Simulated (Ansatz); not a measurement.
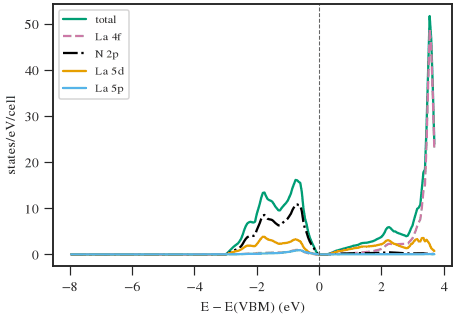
Total and projected density of states of LaN in space group Pnma (No. 62; La on 4c, N on 4c), the program Ansatz at the PBE level (PAW)

Task: Which orbitals carry the states next to the gap?

Result: Top 1 eV of the valence band: N 2p 69 %, La 5d 18 %, La 5p 6 %, La 4f 6 %. Bottom 1 eV of the conduction band: La 5d 71 %, N 2p 15 %, La 4f 12 %. Projections are on Löwdin-orthogonalised atomic valence shells; empty p or d shells of many metals are not among them.

Task: Where is the tallest occupied peak in this window, and what makes it?

Result: Near -0.8 eV, about 16 states/eV per cell; the largest projected share is N 2p.

The start of the workflow was typed in or built on a structure type; neither database checked (COD, Materials Project) lists it. COD files the formula under space group No. 225, so this cell is another polymorph or a model. Its standing as an ambient phase is unchecked. The PBE relaxation kept the symmetry of its start; whether a distortion lowers the energy is not shown. Spin–orbit coupling is left out wherever it is not named.

Potentials: the earlier of the program's two PAW sets.
